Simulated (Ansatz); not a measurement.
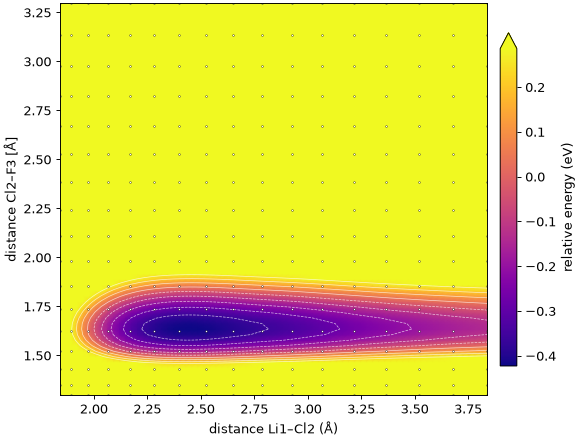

The system Li⁺ + ClF. First axis: distance Li1–Cl2. Second axis: distance Cl2–F3. Nothing is relaxed (the angle Li1–Cl2–F3 is fixed at 90 degrees). The scan uses a 17 × 17 grid. All energies are given in eV relative to Li with charge +1 far from the relaxed ClF (each part in its own basis). The reference is spin-restricted, so regions where a bond is pulled apart into radicals lie too high. Computed with RKS PBE0-D4/def2-SVPD in Ansatz.

Drawn: a smooth colour map with a few white contour lines, dots at the grid points, one colour for all values above the top of the scale. Between grid points the surface is interpolated.

> Where is the minimum, and how stiff is the well along each coordinate?

The interpolated minimum is at distance Li1–Cl2 ≈ 2.441 Å, distance Cl2–F3 ≈ 1.639 Å. The curvatures there are about 1.8 eV/Å² and 30 eV/Å², with a cross term of about 0 eV/Å². Round the minimum the two coordinates are nearly uncoupled.
